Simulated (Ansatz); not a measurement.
# How fast states decay through LaAgSeO

A new crystal, LaAgSeO: structure, gap and complex bands. It is built by putting Se for part of the O in the LaAgO2 structure of space group P6_3/mmc, with the volume rescaled by atomic radii. The parent structure comes from the Materials Project.

Calculated with Ansatz 0.2.0; PBE DFT, plane waves, PAW files, in the first sound run; inputs show where later runs differ.

The structure was built from a prototype and need not be the compound's stable phase.

## (1) Starting point

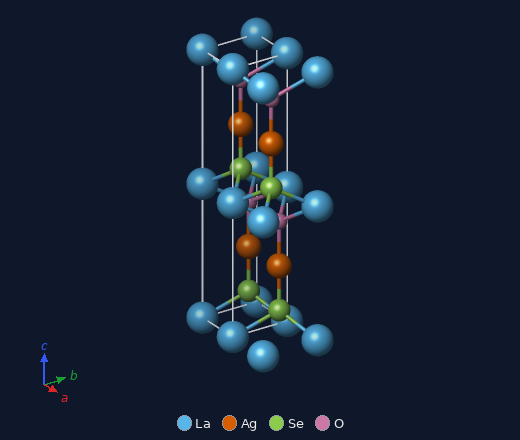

The starting structure, seen slightly off an axis (lanthanum blue, silver orange, selenium green, oxygen pink). 2×1×1 cells are drawn. Bonds to atoms that aren't drawn are left out. Some periodic images of atoms are drawn too.

Coordinates:

```cif
data_structure
_symmetry_space_group_name_H-M 'P6_3mc'
_symmetry_Int_Tables_number 186
_cell_length_a 4.0137
_cell_length_b 4.0137
_cell_length_c 12.9160
_cell_angle_alpha 90.000
_cell_angle_beta 90.000
_cell_angle_gamma 120.000
_cell_volume 180.20
loop_
_atom_site_label
_atom_site_type_symbol
_atom_site_symmetry_multiplicity
_atom_site_Wyckoff_symbol
_atom_site_fract_x
_atom_site_fract_y
_atom_site_fract_z
_atom_site_occupancy
La1 La 2 a 0.00000 0.00000 0.00000 1
Ag1 Ag 2 b 0.33333 0.66667 0.25000 1
Se1 Se 2 b 0.33333 0.66667 0.08416 1
O1 O 2 b 0.33333 0.66667 0.41584 1
```

## (2) Relaxing the new crystal

The substituted atoms don't fit the parent's cell, so cell and atoms relax together. A small smearing keeps the run stable in case the gap closes on the way.

Input file input.yaml:

```yaml
crystal:
  lattice:
    - [4.0137361043, 0.0, 0.0]
    - [-2.0068680521, 3.4759974304, 0.0]
    - [0.0, 0.0, 12.9160009641]
  atoms:
    - { symbol: La, position: [0.0, 0.0, 0.0] }
    - { symbol: La, position: [0.0, 0.0, 0.5] }
    - { symbol: Ag, position: [0.3333333333, 0.6666666667, 0.25] }
    - { symbol: Ag, position: [0.6666666667, 0.3333333333, 0.75] }
    - { symbol: Se, position: [0.3333333333, 0.6666666667, 0.08416111] }
    - { symbol: O, position: [0.3333333333, 0.6666666667, 0.41583889] }
    - { symbol: Se, position: [0.6666666667, 0.3333333333, 0.58416111] }
    - { symbol: O, position: [0.6666666667, 0.3333333333, 0.91583889] }
kpoints:
  mp_grid: { grid: [6, 6, 2] }
scf:
  occupations: { method: gaussian, width: 0.03 }
hamiltonian:
  xc: pbe
output:
  forces: true
  stress: true
relax:
  f_tol: 0.02
  max_steps: 60
  cell: {}
```

Run with:

```bash
ansatz run input.yaml --threads 2 --pin off --max-ram 4096MiB --backend cpu --events-out ev --progress --plain --runs-dir out
```

Numbers of over 12 decimals in the logs are rounded to 6 here.

The log of the run:

```text
Engine: ansatz 0.2.0, aarch64-unknown-linux-gnu
Pseudopotentials: kind: paw
Pseudopotential: La, paw, valence charge 11, recommended cutoff 420 eV (normal), La.paw.azcp
Pseudopotential: Ag, paw, valence charge 19, recommended cutoff 420 eV (normal), Ag.paw.azcp
Pseudopotential: Se, paw, valence charge 16, recommended cutoff 420 eV (normal), Se.paw.azcp
Pseudopotential: O, paw, valence charge 6, recommended cutoff 420 eV (normal), O.paw.azcp
Functional definition: PBE
  parameter kappa = 0.804
  parameter beta = 0.066725
  exchange = pbe_x(kappa = kappa, mu = beta*pi^2/3)
  correlation = pbe_c(beta = beta)
Crystal: 8 atoms, lattice volume = 180.201 Å³
Basis set: ecut = 420 eV, 3547 PW (Γ), exchange–correlation on 54×54×180 points (8 copies of the dense FFT grid, shifted against one another)
Bands: 63, of which v1, the nominal top of the filled ones, is band 52 counted from 1 (51 counted from 0)
Symmetry: 12 space group operations
Space group: P63mc (ITA 186), of the structure as read, at distance tolerance 5.6e-5 Å
k-points: 14 of 72
Non-local potential: La, projectors of the file, l = 0: 3, l = 1: 2, l = 2: 2, l = 3: 3
Non-local potential: Ag, projectors of the file, l = 0: 3, l = 1: 2, l = 2: 2, l = 3: 1
Non-local potential: Se, projectors of the file, l = 0: 2, l = 1: 2, l = 2: 3, l = 3: 1
Non-local potential: O, projectors of the file, l = 0: 2, l = 1: 2, l = 2: 1
PAW form: soft (Blöchl's): semilocal exchange-correlation on the pseudo side does not see the compensation charge
PAW one-centre angular grid: La, 590 points (default); XC on 64 Gauss nodes
PAW one-centre angular grid: Ag, 590 points (default); XC on 64 Gauss nodes
PAW one-centre angular grid: Se, 590 points (default); XC on 64 Gauss nodes
PAW one-centre angular grid: O, 110 points (default); XC on 64 Gauss nodes
Initial density: superposition of atomic densities (neutral atoms: chi_scale 0, normalization atom), corrected by the library's trained network
Initial wavefunctions: pseudopotential atomic-orbital guess
Functional: x = pbe(κ = 0.804, μ = 0.219515), c = pbe(β = 0.066725)
SCF iter   1: F=—  HF=-39756.714848 eV  |F-HF|=—  |Δ(HF+E_count)|=         —  Δρ=3.08e-3  dr2=3.32e-2  ethr=1.77e-3  ⟨swp⟩=6.9  Hψ=3419  notcnv=0  defer=8
preconditioner: auto → Resta (q_TF=auto, 2.489 Å⁻¹)  ε∞=5.7  [insulator: Δε(μ)=2.454 eV  Ē_g=10.189 eV  σ=0.030 eV  W_gap=1.00  n_scr=52 (ndim 8)  ℏωp=22.1 eV  f_vac=0.120  D(μ)=0.00/eV (n_scr^D=0)  ε∞_Penn≈5.7]
SCF iter   2: F=—  HF=-39756.713153 eV  |F-HF|=—  |Δ(HF+E_count)|=   1.70e-3  Δρ=1.47e-3  dr2=5.16e-3  ethr=3.19e-5  ⟨swp⟩=3.6  Hψ=1901  notcnv=0  defer=65
SCF iter   3: F=—  HF=-39756.713926 eV  |F-HF|=—  |Δ(HF+E_count)|=   7.74e-4  Δρ=5.28e-4  dr2=7.29e-4  ethr=4.96e-6  ⟨swp⟩=2.6  Hψ=1406  notcnv=0  defer=65
SCF iter   4: F=—  HF=-39756.714238 eV  |F-HF|=—  |Δ(HF+E_count)|=   3.12e-4  Δρ=4.82e-4  dr2=4.38e-4  ethr=7.01e-7  ⟨swp⟩=2.0  Hψ=1341  notcnv=0  defer=65
SCF iter   5: F=—  HF=-39756.714232 eV  |F-HF|=—  |Δ(HF+E_count)|=   6.03e-6  Δρ=1.29e-4  dr2=5.62e-5  ethr=4.21e-7  ⟨swp⟩=2.0  Hψ=1264  notcnv=0  defer=65
SCF iter   6: F=—  HF=-39756.714411 eV  |F-HF|=—  |Δ(HF+E_count)|=   1.79e-4  Δρ=6.58e-5  dr2=1.04e-5  ethr=5.40e-8  ⟨swp⟩=2.0  Hψ=1312  notcnv=0  defer=65
SCF iter   7: F=—  HF=-39756.714416 eV  |F-HF|=—  |Δ(HF+E_count)|=   4.95e-6  Δρ=2.16e-5  dr2=1.01e-6  ethr=1.00e-8  ⟨swp⟩=2.1  Hψ=1262  notcnv=0  defer=65
SCF iter   8: F=-39756.714417 eV  HF=-39756.714417 eV  |F-HF|=4.76e-8  |Δ(HF+E_count)|=   1.03e-6  Δρ=4.37e-6  dr2=5.14e-8  ethr=9.62e-11  ⟨swp⟩=3.5  Hψ=3866  notcnv=0
SCF 1 converged in 8 iterations: F = -39756.714417 eV  dr2 = 5.14e-8
  greatest PAW one-centre occupation: 1.000 electrons in one spin orbital (limit 2), on the Ag atom at site 3 (counted from 0), in its partial waves of l = 0
relax step   1: F+E_penalty+E_count = -39756.71441691 eV  Δ(F+E_penalty+E_count) = +0.000e0 eV  max|allowed force component| = 6.230e0 eV/Å  Δτ_max = 0.0000 Å  P = +22.304 GPa  Ω = 180.201 Å³  (8 SCF iters, dr2 threshold 1.00e-7 eV, accepted)
Crystal: 8 atoms, lattice volume = 193.339 Å³
Basis set: ecut = 420 eV, 3753 PW (Γ), exchange–correlation on 54×54×180 points (8 copies of the dense FFT grid, shifted against one another)
Initial density: handed on by an earlier stage of this run
Initial wavefunctions: those handed on with the density
iter 1 solved again at ethr=1.17e-3 eV; its pass at ethr=3.10e-3 eV (dr2=1.22e0 eV) is discarded
SCF iter   1: F=—  HF=-39761.173160 eV  |F-HF|=—  |Δ(HF+E_count)|=         —  Δρ=1.79e-2  dr2=1.23e0  ethr=1.17e-3  ⟨swp⟩=1.4  Hψ=5368  notcnv=0
preconditioner: auto → Resta (q_TF=auto, 2.460 Å⁻¹)  ε∞=5.4  [insulator: Δε(μ)=2.143 eV  Ē_g=10.234 eV  σ=0.030 eV  W_gap=1.00  n_scr=52 (ndim 8)  ℏωp=21.4 eV  f_vac=0.141  D(μ)=0.00/eV (n_scr^D=0)  ε∞_Penn≈5.4]
SCF iter   2: F=—  HF=-39760.927255 eV  |F-HF|=—  |Δ(HF+E_count)|=   2.46e-1  Δρ=8.60e-3  dr2=2.35e-1  ethr=1.17e-3  ⟨swp⟩=5.3  Hψ=1633  notcnv=0
SCF iter   3: F=—  HF=-39760.880063 eV  |F-HF|=—  |Δ(HF+E_count)|=   4.72e-2  Δρ=5.01e-3  dr2=6.04e-2  ethr=2.26e-4  ⟨swp⟩=3.2  Hψ=1742  notcnv=0  defer=75
SCF iter   4: F=—  HF=-39760.869254 eV  |F-HF|=—  |Δ(HF+E_count)|=   1.08e-2  Δρ=1.45e-3  dr2=4.41e-3  ethr=5.81e-5  ⟨swp⟩=3.3  Hψ=1548  notcnv=0  defer=75
SCF iter   5: F=—  HF=-39760.868823 eV  |F-HF|=—  |Δ(HF+E_count)|=   4.31e-4  Δρ=5.57e-4  dr2=7.06e-4  ethr=4.24e-6  ⟨swp⟩=2.4  Hψ=1380  notcnv=0  defer=75
SCF iter   6: F=—  HF=-39760.868893 eV  |F-HF|=—  |Δ(HF+E_count)|=   7.01e-5  Δρ=1.72e-4  dr2=7.08e-5  ethr=6.79e-7  ⟨swp⟩=2.0  Hψ=1294  notcnv=0  defer=75
SCF iter   7: F=—  HF=-39760.868943 eV  |F-HF|=—  |Δ(HF+E_count)|=   4.94e-5  Δρ=6.54e-5  dr2=1.20e-5  ethr=6.81e-8  ⟨swp⟩=2.0  Hψ=1455  notcnv=0  defer=75
SCF iter   8: F=—  HF=-39760.868943 eV  |F-HF|=—  |Δ(HF+E_count)|=   3.69e-7  Δρ=2.45e-5  dr2=1.55e-6  ethr=1.16e-8  ⟨swp⟩=2.0  Hψ=1455  notcnv=0  defer=75
SCF iter   9: F=-39760.868945 eV  HF=-39760.868945 eV  |F-HF|=1.88e-7  |Δ(HF+E_count)|=   2.26e-6  Δρ=7.95e-6  dr2=1.10e-7  ethr=7.69e-10  ⟨swp⟩=4.5  Hψ=3156  notcnv=0
SCF 2 converged in 9 iterations: F = -39760.868945 eV  dr2 = 1.10e-7
relax step   2: F+E_penalty+E_count = -39760.86894546 eV  Δ(F+E_penalty+E_count) = -4.155e0 eV  max|allowed force component| = 3.262e0 eV/Å  Δτ_max = 0.1957 Å  P = +9.346 GPa  Ω = 193.339 Å³  energy of the carried Pulay correction = -1.251e-2 eV  (9 SCF iters, dr2 threshold 8.00e-7 eV, accepted)
Crystal: 8 atoms, lattice volume = 197.645 Å³
Basis set: ecut = 420 eV, 3849 PW (Γ), exchange–correlation on 54×54×180 points (8 copies of the dense FFT grid, shifted against one another)
[...]
SCF iter   7: F=—  HF=-39762.431989 eV  |F-HF|=—  |Δ(HF+E_count)|=   4.79e-5  Δρ=6.15e-5  dr2=1.07e-5  ethr=4.55e-8  ⟨swp⟩=2.0  Hψ=1496  notcnv=0  defer=86
SCF iter   8: F=—  HF=-39762.431992 eV  |F-HF|=—  |Δ(HF+E_count)|=   3.00e-6  Δρ=1.52e-5  dr2=1.04e-6  ethr=1.03e-8  ⟨swp⟩=2.0  Hψ=1243  notcnv=0  defer=86
SCF iter   9: F=-39762.431992 eV  HF=-39762.431993 eV  |F-HF|=3.12e-7  |Δ(HF+E_count)|=   6.23e-7  Δρ=7.56e-6  dr2=1.46e-7  ethr=7.69e-10  ⟨swp⟩=5.0  Hψ=3791  notcnv=0
SCF 3 converged in 9 iterations: F = -39762.431992 eV  dr2 = 1.46e-7
relax step   3: F+E_penalty+E_count = -39762.43199232 eV  Δ(F+E_penalty+E_count) = -1.563e0 eV  max|allowed force component| = 5.442e-1 eV/Å  Δτ_max = 0.1947 Å  P = +3.553 GPa  Ω = 197.645 Å³  energy of the carried Pulay correction = -1.641e-2 eV  (9 SCF iters, dr2 threshold 8.00e-7 eV, accepted)
[... from here on, the SCF cycles and remarks between the steps are left out ...]
relax step   4: F+E_penalty+E_count = -39762.55145461 eV  Δ(F+E_penalty+E_count) = -1.195e-1 eV  max|allowed force component| = 3.098e-1 eV/Å  Δτ_max = 0.0367 Å  P = -1.350 GPa  Ω = 207.872 Å³  energy of the carried Pulay correction = -2.535e-2 eV  (8 SCF iters, dr2 threshold 8.00e-7 eV, accepted)
relax step   5: F+E_penalty+E_count = -39762.58795831 eV  Δ(F+E_penalty+E_count) = -3.650e-2 eV  max|allowed force component| = 4.907e-2 eV/Å  Δτ_max = 0.0190 Å  P = -0.114 GPa  Ω = 205.091 Å³  energy of the carried Pulay correction = -2.297e-2 eV  (7 SCF iters, dr2 threshold 8.00e-7 eV, accepted)
relax step   6: F+E_penalty+E_count = -39762.58859845 eV  Δ(F+E_penalty+E_count) = -6.401e-4 eV  max|allowed force component| = 8.126e-3 eV/Å  Δτ_max = 0.0035 Å  P = -0.037 GPa  Ω = 204.848 Å³  energy of the carried Pulay correction = -2.276e-2 eV  (6 SCF iters, dr2 threshold 1.50e-7 eV, accepted)
relax step   7: F+E_penalty+E_count = -39762.58880899 eV  Δ(F+E_penalty+E_count) = -2.105e-4 eV  max|allowed force component| = 5.857e-3 eV/Å  Δτ_max = 0.0008 Å  P = +0.007 GPa  Ω = 204.677 Å³  energy of the carried Pulay correction = -2.261e-2 eV  (6 SCF iters, dr2 threshold 9.19e-9 eV, accepted)
relax step   8: F+E_penalty+E_count = -39762.64126107 eV  Δ(F+E_penalty+E_count) = -5.245e-2 eV  max|allowed force component| = 6.065e-3 eV/Å  Δτ_max = 0.0000 Å  P = +0.355 GPa  Ω = 204.677 Å³  stress off target by 6.42e-1 GPa  SCF on the basis re-selected at this cell (its energy is not comparable with the rows above)  (9 SCF iters)
relax step   9: F+E_penalty+E_count = -39762.64238525 eV  Δ(F+E_penalty+E_count) = -1.124e-3 eV  max|allowed force component| = 9.460e-3 eV/Å  Δτ_max = 0.0039 Å  P = +0.039 GPa  Ω = 205.554 Å³  energy of the carried Pulay correction = -7.355e-4 eV  (6 SCF iters, dr2 threshold 8.00e-7 eV, accepted)
relax step  10: F+E_penalty+E_count = -39762.64232348 eV  Δ(F+E_penalty+E_count) = +6.177e-5 eV  max|allowed force component| = 1.172e-3 eV/Å  Δτ_max = 0.0008 Å  P = +0.001 GPa  Ω = 205.667 Å³  energy of the carried Pulay correction = -8.327e-4 eV  (6 SCF iters, dr2 threshold 1.39e-8 eV, accepted)
iter 1 solved again at ethr=6.13e-7 eV; its pass at ethr=3.10e-3 eV (dr2=6.37e-4 eV) is discarded
SCF iter   1: F=—  HF=-39762.642133 eV  |F-HF|=—  |Δ(HF+E_count)|=         —  Δρ=1.40e-4  dr2=1.21e-6  ethr=6.13e-7  ⟨swp⟩=3.2  Hψ=5685  notcnv=0
eigensolver tolerance schedule: the retry pair's looser diagonalisation over-reported the residual by 527.49 of it (diagonalisation noise at 0.12 of the residual, at the tolerance the schedule requests for it); recorded, not acted on — ethr = c·dr2/N_el stays at c = 1.0e-1
preconditioner: auto → Resta (q_TF=auto, 2.435 Å⁻¹)  ε∞=5.7  [insulator: Δε(μ)=1.179 eV  Ē_g=9.559 eV  σ=0.030 eV  W_gap=1.00  n_scr=52 (ndim 8)  ℏωp=20.7 eV  f_vac=0.114  D(μ)=0.00/eV (n_scr^D=0)  ε∞_Penn≈5.7]
SCF iter   2: F=—  HF=-39762.642973 eV  |F-HF|=—  |Δ(HF+E_count)|=   8.40e-4  Δρ=7.07e-5  dr2=4.43e-7  ethr=1.16e-9  ⟨swp⟩=3.0  Hψ=1675  notcnv=0
SCF iter   3: F=—  HF=-39762.643197 eV  |F-HF|=—  |Δ(HF+E_count)|=   2.25e-4  Δρ=3.08e-5  dr2=8.07e-8  ethr=4.26e-10  ⟨swp⟩=2.0  Hψ=1322  notcnv=0
SCF iter   4: F=—  HF=-39762.643249 eV  |F-HF|=—  |Δ(HF+E_count)|=   5.12e-5  Δρ=1.54e-6  dr2=1.68e-9  ethr=7.76e-11  ⟨swp⟩=2.0  Hψ=1380  notcnv=0
SCF iter   5: F=—  HF=-39762.643249 eV  |F-HF|=—  |Δ(HF+E_count)|=   7.83e-8  Δρ=4.60e-7  dr2=6.87e-10  ethr=1.62e-12  ⟨swp⟩=2.1  Hψ=1604  notcnv=0
SCF iter   6: F=—  HF=-39762.643249 eV  |F-HF|=—  |Δ(HF+E_count)|=   1.16e-9  Δρ=3.19e-7  dr2=2.56e-10  ethr=1.00e-12  ⟨swp⟩=2.0  Hψ=1187  notcnv=0
SCF iter   7: F=-39762.643249 eV  HF=-39762.643249 eV  |F-HF|=1.46e-11  |Δ(HF+E_count)|=  1.60e-10  Δρ=1.26e-7  dr2=2.70e-11  ethr=1.00e-12  ⟨swp⟩=4.1  Hψ=3426  notcnv=0
SCF 11 converged in 7 iterations: F = -39762.643249 eV  dr2 = 2.70e-11
relax step  11: F+E_penalty+E_count = -39762.64324860 eV  Δ(F+E_penalty+E_count) = -9.251e-4 eV  max|allowed force component| = 1.118e-3 eV/Å  Δτ_max = 0.0000 Å  P = +0.001 GPa  Ω = 205.667 Å³  stress off target by 7.91e-3 GPa  SCF on the basis re-selected at this cell (its energy is not comparable with the rows above)  (7 SCF iters)
basis re-selected at this cell: Δ(F+E_penalty+E_count) = -9.251e-4 eV, ΔP = +0.000 GPa vs the last step (what re-selecting the basis moved, of the pressure what is left beyond the Pulay correction that the steps carried, after the strain that the cell walked since its last selection, with what the two solves' SCF thresholds leave and, on support functions, any second-order correction that the steps lacked; it is no m [...]
SCF converged after 7 iterations
Free energy (F): -39762.643249 eV
Harris-Foulkes:  -39762.643249 eV  (|F-HF|=1.46e-11)
Internal energy: -39762.643249 eV  (E = F + TS)
E sigma→0 (E₀):  -39762.643249 eV
Fermi energy:    8.423398 eV
--- Per-component energies (eV) ---
  E_band       = -1683.139103
  E_kinetic    = 2024.671058
  E_local      = -13739.063533  (includes V_loc(G=0)·N_el)
  E_nonlocal   = -741.186234
  E_hartree    = 6253.458064
  E_xc         = -1003.253038
  E_vxc        = -1147.578339  (∫ρ·V_xc dr)
  E_paw        = -22777.994944  (= ΣΔE_a)
  E_vpaw       = -586.902540  (= ΣTr[D̂ρ^β])
  E_aug_tail   = 0.004209  (compensation charges beyond the density's cutoff)
  E_ewald      = -9779.278832
  E_smearing   = -0.000000  (= −TS)
  E_closure    = 0.000000  (closes the sum)
  Σ components = -39762.643249   (vs F -39762.643249, Δ=0.00e0)
--- Forces (eV/Å), atoms counted from 1 ---
  atom   1  La    -0.00000000    -0.00000000    -0.00028425
  atom   2  La     0.00000000     0.00000000    -0.00028425
  atom   3  Ag     0.00000000     0.00000000    -0.00112002
  atom   4  Ag    -0.00000000    -0.00000000    -0.00112002
  atom   5  Se     0.00000000     0.00000000     0.00078222
  atom   6  O     -0.00000000    -0.00000000     0.00061523
  atom   7  Se    -0.00000000    -0.00000000     0.00078222
  atom   8  O      0.00000000     0.00000000     0.00061523
  max |Σ_I F_I| component: 1.36e-5 eV/Å
--- Stress (GPa, compression-positive) ---
       -0.001926      -0.000000      -0.000000
       -0.000000      -0.001926      -0.000000
       -0.000000      -0.000000       0.007906
  P = ⅓ Tr σ = 0.0014 GPa (0.014 kbar)
--- Relaxed structure (9 steps of the walk, 9 accepted, 2 SCFs on fresh bases) ---
  F+E_penalty+E_count = -39762.64324860 eV   max|allowed force component| = 1.118e-3 eV/Å   (the final SCF, on the basis selected at the relaxed cell)
  cell:  # Å, volume = 205.6674 Å³
    - [4.084210, -2.9374469892025904e-11, 0]
    - [-2.042105, 3.537029, 0]
    - [0, 0, 14.237011]
  atoms:
    - { symbol: La, position: [0, 0, -0.031708] }
    - { symbol: La, position: [0, 0, 0.468292] }
    - { symbol: Ag, position: [0.333333, 0.666667, 0.267920] }
    - { symbol: Ag, position: [0.666667, 0.333333, 0.767920] }
    - { symbol: Se, position: [0.333333, 0.666667, 0.097934] }
    - { symbol: O, position: [0.333333, 0.666667, 0.415853] }
    - { symbol: Se, position: [0.666667, 0.333333, 0.597934] }
    - { symbol: O, position: [0.666667, 0.333333, 0.915853] }
```

The job ended after 67 s (2 threads of Arm Neoverse V2, shared host; peak memory 0.56 GiB; 2.2 min of CPU time).

Relaxation path:

| step | energy less that of the first step (eV) | largest force component (eV/Å) | pressure (GPa) | volume (Å³) |
| --- | --- | --- | --- | --- |
| 1 | 0.0000 | 6.2301 | 22.30 | 180.20 |
| 2 | -4.1545 | 3.2624 | 9.35 | 193.34 |
| 3 | -5.7176 | 0.5442 | 3.55 | 197.64 |
| 4 | -5.8370 | 0.3098 | -1.35 | 207.87 |
| 5 | -5.8735 | 0.0491 | -0.11 | 205.09 |
| 6 | -5.8742 | 0.0081 | -0.04 | 204.85 |
| 7 | -5.8744 | 0.0059 | 0.01 | 204.68 |
| 8* | -5.9268 | 0.0061 | 0.36 | 204.68 |
| 9 | -5.9280 | 0.0095 | 0.04 | 205.55 |
| 10 | -5.9279 | 0.0012 | 0.00 | 205.67 |
| 11* | -5.9288 | 0.0011 | 0.00 | 205.67 |

Relaxation steps marked * repeat the geometry before them on a plane-wave basis chosen anew for their cell, so energy and pressure can jump there.

The run keeps the 12 symmetry operations that it works with, so distortions that break them were not tested.

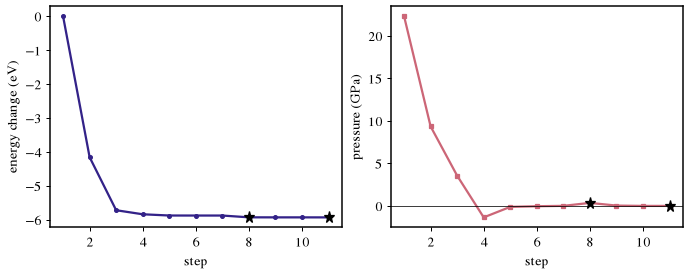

Energy and pressure along the relaxation. Stars mark steps on a basis chosen anew.

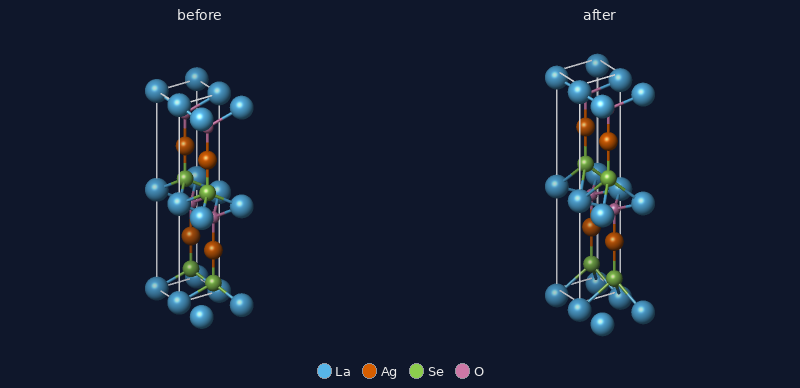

Before and after, at one scale. Bonds to atoms that aren't drawn are left out.

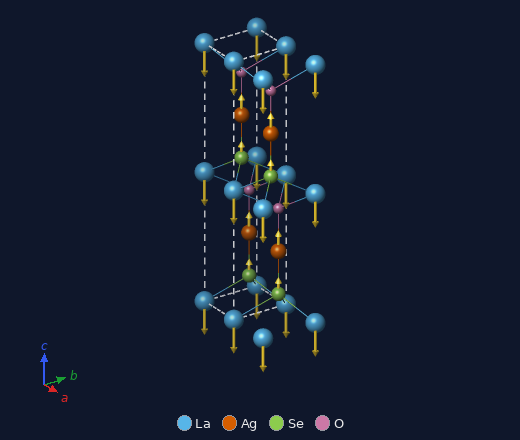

Displacements in the relaxation, exaggerated, measured against the changing cell; the longest in the cell stands for 0.45 Å. Bonds to atoms that aren't drawn are left out. 2×1×1 cells are drawn. Some periodic images of atoms are drawn too.

| conventional cell, symmetrised | before | after | change |
| --- | --- | --- | --- |
| a (Å) | 4.014 | 4.084 | +1.8 % |
| b (Å) | 4.014 | 4.084 | +1.8 % |
| c (Å) | 12.916 | 14.237 | +10.2 % |
| volume (Å³/atom) | 22.53 | 25.71 | +14.1 % |

The atoms that moved most (Å, as changes of fractional coordinates times the final cell):

| atom | dx | dy | dz | length |
| --- | --- | --- | --- | --- |
| La2 | 0.000 | 0.000 | -0.451 | 0.451 |
| La1 | 0.000 | 0.000 | -0.451 | 0.451 |
| Ag4 | 0.000 | 0.000 | 0.255 | 0.255 |
| Ag3 | 0.000 | 0.000 | 0.255 | 0.255 |
| Se7 | 0.000 | 0.000 | 0.196 | 0.196 |
| Se5 | 0.000 | 0.000 | 0.196 | 0.196 |

The relaxed structure:

```cif
data_structure
_symmetry_space_group_name_H-M 'P 1'
_symmetry_Int_Tables_number 1
_cell_length_a 4.0842
_cell_length_b 4.0842
_cell_length_c 14.2370
_cell_angle_alpha 90.000
_cell_angle_beta 90.000
_cell_angle_gamma 120.000
_cell_volume 205.67
loop_
_atom_site_label
_atom_site_type_symbol
_atom_site_fract_x
_atom_site_fract_y
_atom_site_fract_z
_atom_site_occupancy
La1 La 0.00000 0.00000 0.96829 1
La2 La 0.00000 0.00000 0.46829 1
Ag3 Ag 0.33333 0.66667 0.26792 1
Ag4 Ag 0.66667 0.33333 0.76792 1
Se5 Se 0.33333 0.66667 0.09793 1
O6 O 0.33333 0.66667 0.41585 1
Se7 Se 0.66667 0.33333 0.59793 1
O8 O 0.66667 0.33333 0.91585 1
```

This step gave:

```yaml
free_energy: -39762.6432 eV
fermi_energy: 8.423 eV
pressure: 0.001352 GPa
```

The largest force component on a free atom ends at 0.0011 eV/Å.

(Continued in part 2 of 3.)

[Logs are printed without paths, hosts, clocks, repeated set-up lines and the standing remarks that a program may print on its own settings, such as how far it seeks lower states.]

[Hosts, paths, dates, database ids (printed as entryN), source tags and the programs' standing remarks are cut or masked in the printed files.]

[New means built here by substitution; the compound itself may be known and measured.]
